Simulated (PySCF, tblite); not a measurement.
**3,3-dichloroacrylic acid (C₃H₂Cl₂O₂): isotopologues and vibrational averages**

How do isotopes change the rotational constants and shieldings of 3,3-dichloroacrylic acid (C₃H₂Cl₂O₂) (`O=C(O)C=C(Cl)Cl`)?

Computed with tblite 0.8.0 (tight binding) and PySCF 2.14.0 (DFT, with response routines of our own); each step states its level. Atoms count from 0 throughout.

### Step 1. The starting structure

9 atoms, charge 0, multiplicity 1; geometry from: force field or distance geometry start.

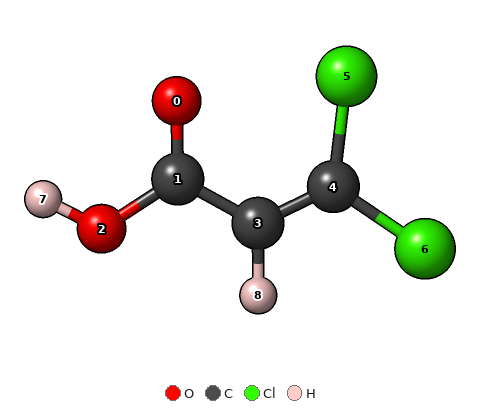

The starting geometry (oxygen red, carbon dark grey, chlorine green, hydrogen pink), atoms numbered.

### Step 2. GFN2-xTB relaxation, lowest of a short conformer search

The job: settings as JSON, then the geometry in Å.

```
{"job": {"xc": "GFN2-xTB", "basis": "xTB", "kind": "relax"}, "charge": 0, "multiplicity": 1}
O      0.808800     1.523200     0.039500
C      0.887500     0.304700    -0.083500
O      2.145900    -0.381800    -0.146400
C     -0.307900    -0.494400    -0.055900
C     -1.525800    -0.027500     0.114600
Cl    -1.876000     1.687200     0.203700
Cl    -2.882500    -1.114200     0.083200
H      3.020800     0.156900    -0.165000
H     -0.216500    -1.630100    -0.090900
```

Started as:

```bash
$ OMP_NUM_THREADS=1 python ens_run.py task.json out
```

One launch serves the whole session.

Standard output:

```text
step      E/eV     max force
  0    -670.40144    3.492
  1    -670.67090    2.587
  2    -670.78643    1.202
  3    -670.86098    1.138
  4    -670.93333    0.778
  5    -670.97296    0.379
  6    -670.98153    0.337
  7    -670.99283    0.312
  8    -670.99858    0.244
  9    -671.00232    0.127
 10    -671.00355    0.083
 11    -671.00412    0.068
 12    -671.00456    0.076
 13    -671.00504    0.069
 14    -671.00551    0.066
 15    -671.00596    0.051
 16    -671.00628    0.046
 17    -671.00644    0.034
 18    -671.00652    0.025
 19    -671.00659    0.027
 20    -671.00669    0.032
 21    -671.00681    0.038
 22    -671.00693    0.036
 23    -671.00700    0.025
 24    -671.00703    0.015
 25    -671.00705    0.013
 26    -671.00706    0.009
 27    -671.00707    0.006
 28    -671.00707    0.005
 29    -671.00707    0.003
```

Wall time 0.16 s (1 thread of Arm Neoverse V2, shared host).

Relaxing gained 0.606 eV and moved the atoms by 0.11 Å on average (rms).

### Step 3. Tight optimisation and Hessian

The job: settings as JSON, then the geometry in Å.

```
{"job": {"xc": "PBE0", "basis": "pcSseg-1", "grid": 2, "temperatures": [300, 500], "kind": "geom"}, "charge": 0, "multiplicity": 1}
O      0.970094     1.540135     0.020152
C      0.926799     0.339628    -0.046967
O      2.027829    -0.419755    -0.152229
C     -0.277335    -0.504178    -0.028386
C     -1.524390    -0.032195     0.077530
Cl    -1.916683     1.615958     0.206581
Cl    -2.869684    -1.090570     0.092300
H      2.819774     0.140270    -0.163601
H     -0.102159    -1.565318    -0.106098
```

Standard output:

```text
step   0  E = -32264.5247744 eV  max force = 0.63622
step   1  E = -32264.5494195 eV  max force = 0.13456
step   2  E = -32264.5528709 eV  max force = 0.02795
step   3  E = -32264.5528993 eV  max force = 0.00978
step   4  E = -32264.5529022 eV  max force = 0.00027
step   5  E = -32264.5529022 eV  max force = 0.00027
step   6  E = -32264.5529022 eV  max force = 0.00019
harmonic wavenumbers (cm-1): 58.4 158.7 160.9 281.9 317.0 419.9 522.4 607.2 637.6 728.3 759.1 877.8 910.8 999.1 1176.9 1274.4 1396.2 1679.1 1845.8 3234.1 3755.3
```

Run time: 12 min. Hardware: 1 thread of Arm Neoverse V2, shared host; peak memory 0.63 GiB.

### Step 4. Displacements along the modes, parent

The job: settings as JSON, then the geometry in Å.

```
{"job": {"xc": "PBE0", "basis": "pcSseg-1", "grid": 2, "temperatures": [300, 500], "kind": "vib", "mass_numbers": [16, 12, 16, 12, 12, 35, 35, 1, 1]}, "charge": 0, "multiplicity": 1}
O      1.019121     1.544058     0.024238
C      0.946882     0.344909    -0.045568
O      2.029784    -0.448195    -0.158253
C     -0.270841    -0.482604    -0.025027
C     -1.520751    -0.022139     0.077324
Cl    -1.966452     1.621124     0.205526
Cl    -2.851212    -1.121663     0.087794
H      2.799458     0.144999    -0.166878
H     -0.131742    -1.556515    -0.099874
```

Standard output:

```text
mode    cm-1    km/mol   phi_rrr   E(+)/cm-1  E(-)/cm-1
  1     58.36     1.46      -1.1      12.65      12.59
  2    158.71     0.07      -0.5      29.04      28.96
  3    160.86     0.37     -34.6      27.87      30.35
  4    281.90     0.08      -9.1      50.43      51.08
  5    317.03     0.85       2.3      57.19      57.03
  6    419.93     2.20     -32.3      74.46      76.79
  7    522.37     0.13       0.0      94.17      94.10
  8    607.15   108.42      -0.2     123.50     123.36
  9    637.64   106.06      48.6     116.71     113.21
 10    728.34    30.12     -85.3     128.11     134.26
 11    759.15    21.36       0.4     137.18     137.25
 12    877.78    44.05      -2.7     160.63     160.66
 13    910.81    71.22     -75.0     161.42     166.82
 14    999.09    67.72     -69.8     177.46     182.48
 15   1176.87   403.40    -136.8     207.77     217.62
 16   1274.40    14.06      71.6     232.63     227.42
 17   1396.19    99.81     -94.0     248.00     254.77
 18   1679.10   336.82     380.6     316.47     289.09
 19   1845.83   270.84    -522.1     314.31     351.83
 20   3234.09     7.53    1951.0     657.63     517.60
 21   3755.35   129.99   -2561.6     592.51     776.21
```

Run time: 13 min. Hardware: 1 thread of Arm Neoverse V2, shared host; peak memory 0.73 GiB.

### Step 5. Displacements along the modes, 2H at atom 8

The job, as its differences from that of step 4:

```diff
@@ -1,2 +1,2 @@
-{"job": {"xc": "PBE0", "basis": "pcSseg-1", "grid": 2, "temperatures": [300, 500], "kind": "vib", "mass_numbers": [16, 12, 16, 12, 12, 35, 35, 1, 1]}, "charge": 0, "multiplicity": 1}
+{"job": {"xc": "PBE0", "basis": "pcSseg-1", "grid": 2, "temperatures": [300, 500], "kind": "vib", "mass_numbers": [16, 12, 16, 12, 12, 35, 35, 1, 2]}, "charge": 0, "multiplicity": 1}
 O      1.019121     1.544058     0.024238
```

Standard output:

```text
mode    cm-1    km/mol   phi_rrr   E(+)/cm-1  E(-)/cm-1
  1     58.31     1.46       1.1      12.61      12.66
  2    153.27     0.04      -0.4      28.01      27.93
  3    160.47     0.37      34.4      30.27      27.80
  4    281.44     0.08      -8.8      50.35      50.98
  5    315.07     0.87      -1.8      56.69      56.82
  6    418.52     2.24     -32.1      74.22      76.53
  7    499.81     6.47       0.6      90.13      90.21
  8    578.77    71.35      -0.5     111.79     111.67
  9    628.72    95.90      44.7     114.92     111.70
 10    668.68    35.17       0.3     123.32     123.33
 11    702.85    21.44      70.3     129.12     124.06
 12    812.46    46.94      -0.1     146.36     146.32
 13    861.82    47.37     -57.9     153.34     157.49
 14    909.96    66.27      70.5     166.50     161.42
 15   1079.05   124.70      -0.2     194.30     194.32
 16   1202.88   329.56      16.9     218.60     217.42
 17   1377.83   106.68    -152.0     242.61     253.58
 18   1664.75   328.64    -386.8     286.29     314.12
 19   1843.33   273.26     530.6     351.70     313.56
 20   2390.49    10.11   -1203.8     389.91     476.39
 21   3755.35   129.94    2561.7     776.21     592.51
```

Wall time 13 min (1 thread of Arm Neoverse V2, shared host); peak memory 0.75 GiB.

### Step 6. Vibrational averages by isotopologue

The job: settings as JSON, then the geometry in Å.

```
{"job": {"xc": "PBE0", "basis": "pcSseg-1", "grid": 2, "temperatures": [300, 500], "kind": "iso"}, "charge": 0, "multiplicity": 1}
O      1.019121     1.544058     0.024238
C      0.946882     0.344909    -0.045568
O      2.029784    -0.448195    -0.158253
C     -0.270841    -0.482604    -0.025027
C     -1.520751    -0.022139     0.077324
Cl    -1.966452     1.621124     0.205526
Cl    -2.851212    -1.121663     0.087794
H      2.799458     0.144999    -0.166878
H     -0.131742    -1.556515    -0.099874
```

Standard output:

```text
parent
  Be/MHz 2980.583 1141.173 825.221
  B0/MHz 2969.278 1135.442 821.522
  ZPE/cm-1 10900.5
  <sigma>(0 K)/ppm -104.228 17.671 102.409 59.500 19.613 549.625 537.431 25.165 24.660
2H at atom 8
  Be/MHz 2918.968 1140.598 820.129
  B0/MHz 2906.707 1134.919 816.399
  ZPE/cm-1 10181.9
  <sigma>(0 K)/ppm -104.242 17.686 102.556 59.808 19.669 550.543 538.319 25.168 24.756
```

It took 39 min on 1 thread of Arm Neoverse V2, shared host; peak memory 0.75 GiB. This counts the whole study up to here.

Rotational constants (MHz) at equilibrium and in the ground state:

| isotopologue | Be | B0 | zero-point change (cm⁻¹) |
| --- | --- | --- | --- |
| parent | 2980.6, 1141.2, 825.2 | 2969.3, 1135.4, 821.5 | 0.0 |
| 2H at atom 8 | 2919.0, 1140.6, 820.1 | 2906.7, 1134.9, 816.4 | -718.6 |

Shieldings of the first species (ppm): at equilibrium, the vibrational parts at 0 K, and the averages:

| atom | equilibrium | anharmonic | harmonic | 0 K | 300 K | 500 K |
| --- | --- | --- | --- | --- | --- | --- |
| O0 | -90.22 | -0.63 | -13.38 | -104.23 | -107.92 | -112.34 |
| C1 | 19.71 | 0.08 | -2.12 | 17.67 | 17.39 | 17.01 |
| O2 | 113.10 | 1.51 | -12.21 | 102.41 | 102.33 | 101.98 |
| C3 | 62.93 | -0.92 | -2.50 | 59.50 | 58.72 | 57.80 |
| C4 | 21.88 | -0.85 | -1.42 | 19.61 | 19.90 | 19.84 |
| Cl5 | 567.86 | -4.27 | -13.96 | 549.63 | 548.54 | 544.77 |
| Cl6 | 554.44 | -3.87 | -13.14 | 537.43 | 535.73 | 531.75 |
| H7 | 25.62 | 0.13 | -0.59 | 25.16 | 25.14 | 25.11 |
| H8 | 25.12 | -0.08 | -0.39 | 24.66 | 24.64 | 24.61 |

Isotope effects on the shieldings at 0 K (ppb; positive means more shielded):

| atom | 2H at atom 8 |
| --- | --- |
| O0 | -14 |
| C1 | 15 |
| O2 | 146 |
| C3 | 308 |
| C4 | 56 |
| Cl5 | 918 |
| Cl6 | 888 |
| H7 | 4 |
| H8 | 96 |

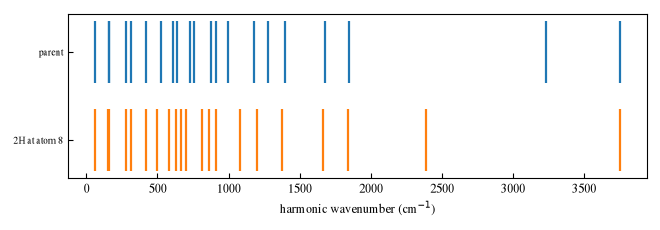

Harmonic wavenumbers of each isotopologue.

### Step 7. Outcome

```
                   quantity                      value
                point group                         Cs
    B0 of the first species  2969.3, 1135.4, 821.5 MHz
          zero-point energy                 10900 cm⁻¹
zero-point change of σ(Cl5)                 -18.23 ppm
```

Zero-point motion changes the shielding of Cl5 most, by -18.23 ppm. The largest secondary isotope effect is 918 ppb on Cl5, 3 bonds from the change (2H at atom 8). The job flags a low mode; perturbation theory is less sure for low modes. Internal rotors are held in one well.
